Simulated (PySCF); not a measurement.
```xyz
9

C     1.4736   -0.1603   -0.0973
C     0.2894   -0.6256   -0.5584
C    -1.0143   -0.3570    0.1346
F    -1.1720    0.9996    0.2061
F    -2.1196   -0.9589   -0.3731
F    -1.0200   -0.7791    1.4100
H     2.2943   -0.4215   -0.6506
H     1.6035    0.5141    0.7075
H     0.0934   -1.2652   -1.4127
```

Geometry: GFN2-xTB, MD frame at 250 fs, 400 K.

Method: PySCF, PBE0/pcSseg-1, SCF density, gas phase, non-relativistic.

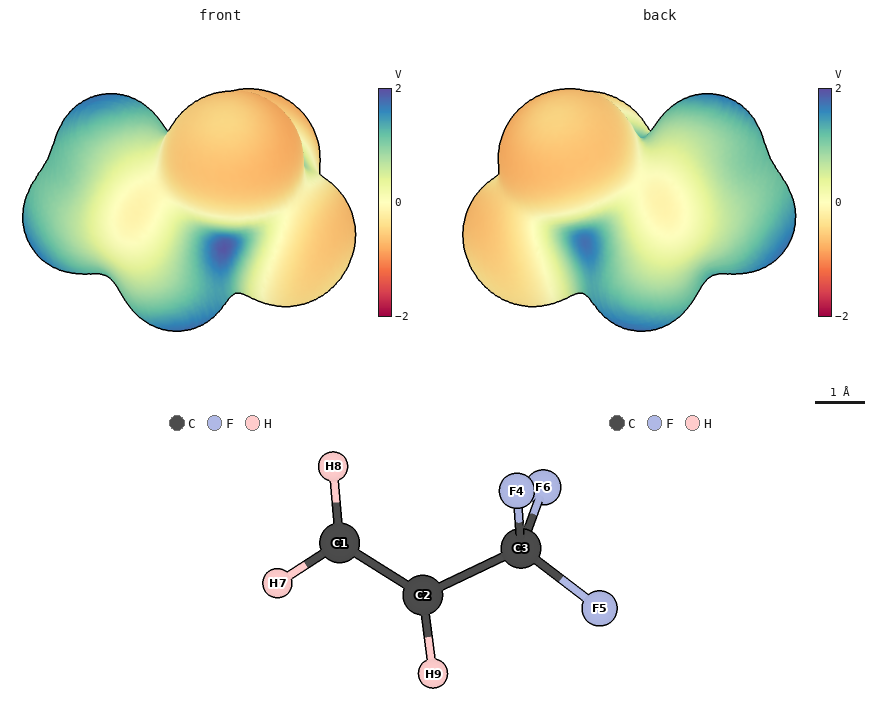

C₃H₃F₃. The molecular electrostatic potential painted on the density surface at 0.004 e/bohr³, seen from the front and from behind; red is negative and blue positive. The bare structure is drawn below in the same view.

**Describe the electrostatic potential map.**

The most negative region (about −0.8 V) lies over F4 and F6, the most positive (about +1.8 V) over C2, C3 and H9.

**How polar is the molecule by this calculation?**

Its dipole moment is 2.58 D.
